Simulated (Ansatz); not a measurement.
Zr4Cl

Input

```
crystal:
  lattice:
    - [8.0017379808, 0.0, 0.0]
    - [0.0, 8.0017379808, 0.0]
    - [0.0, 0.0, 2.9110759651]
  atoms:
    - { symbol: Zr, position: [0.697762613, 0.0, 0.5] }
    - { symbol: Zr, position: [0.302237387, 0.0, 0.5] }
    - { symbol: Zr, position: [0.0, 0.697762613, 0.5] }
    - { symbol: Zr, position: [0.0, 0.302237387, 0.5] }
    - { symbol: Cl, position: [0.0, 0.0, 0.5] }
basis:
  ecutwfc: 420
kpoints:
  mp_grid: { grid: [6, 6, 12] }
hamiltonian:
  xc: pbe
scf:
  occupations: { method: gaussian, width: 0.1 }
output:
  forces: true
  stress: true
  eigenvalues: true
  write_density: true
  write_potential: true
  elf: true
  volumetric_format: npy
relax:
  adjacent_minimum: "off"
  f_tol: 0.01
  max_steps: 80
  cell: { stress_tol: 0.05 }
```

Launched as:

```sh
ansatz run input.yaml --threads 1 --pin off --max-ram 2560MiB --backend cpu --events-out ev --progress --plain --runs-dir out
```

Below, planes, directions and counts refer to the conventional cell (a = 8.03 Å, b = 8.03 Å, c = 2.88 Å, α = 90.00°, β = 90.00°, γ = 90.00°).

The fields are those of the relaxed geometry.

Space group P4/mmm; a structure generated by program, which may or may not match a known phase; computed without spin polarisation.

Theory: Ansatz, DFT PBE, scalar-relativistic, plane waves, PAW.

**What can the converged valence pseudo-density and electron localisation function tell about the bonding?**

Zr–Cl (2.42 Å): ρ is about 0.48 e/Å³ halfway; the ELF peaks at about 0.85 in the valence shell of Cl, 0.8 Å from its nucleus, and is about 0.20 at the midpoint; no localised pair shows between them.
The ELF has a maximum of about 0.90 in the space between the atoms, 2.1 Å from four Zr atoms, on no atom or two-centre bond.

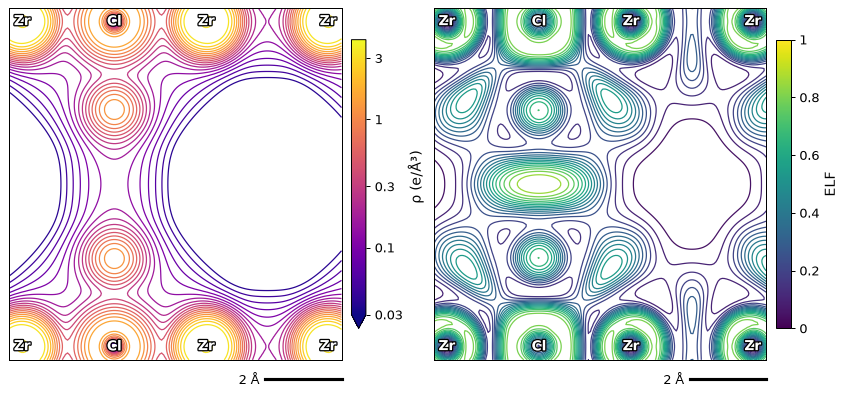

Computed valence pseudo-density and electron localisation function on the (101) plane of the conventional cell, in this order. Atoms just off the plane (Zr, 0.8 Å away) can leave unmarked features too.

In a PAW calculation such maps are meaningful between the atoms, not at the nuclei.
